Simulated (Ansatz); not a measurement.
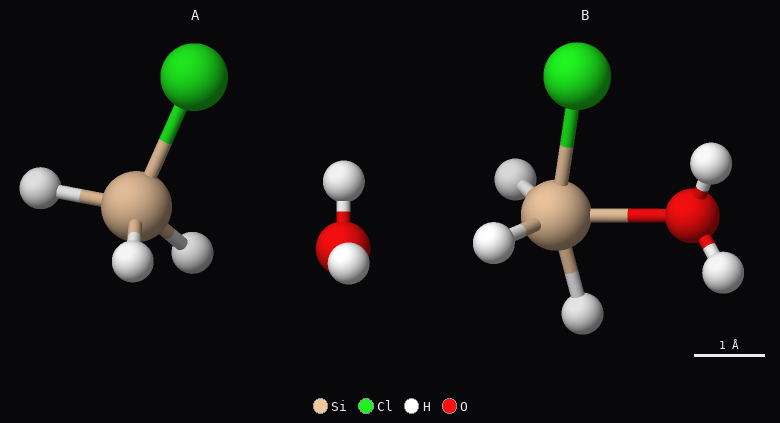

Two geometries of SiH5OCl (started from a transition state, displaced along its imaginary mode), drawn at one scale. One is the start of a relaxation, the other its converged end. A ball-and-stick model, seen at a tilt.

Computed with Ansatz 0.2.0, RKS PBE0-D4/def2-TZVP. Settings: force threshold 0.005 eV/Å; at most 200 steps.

Which one is relaxed?

Answer. Structure A is the relaxed one. Over 58 accepted moves (70 points after the start) the energy falls by 0.915 eV. Largest force component: 1.1 eV/Å at the start, 0.0041 eV/Å at the end. The line search rejected the trial steps at points 18, 20, 24, 33, 35, 37, 38, 45 and more of the run. The forces were under the threshold at step 25, but the run went on from there. The atom that moves furthest after the best rigid fit is an H atom (1.32 Å). By element the largest moves are H 1.32 Å, O 0.88 Å, Cl 0.67 Å, Si 0.53 Å. Among the contacts that change: O–Si 1.964 → 3.174 Å, Cl–Si 2.164 → 2.070 Å, H–Si 1.534 → 1.476 Å, H–Si 1.493 → 1.483 Å. Bonds break: O–Si (1.96 → 3.17 Å). Bond angles that change, for instance: Cl–Si–H 157.7° → 109.0°, Cl–Si–H 93.0° → 108.8°, H–Si–H 97.7° → 112.5°. The run took roughly 2.7 core-minutes on a shared host.
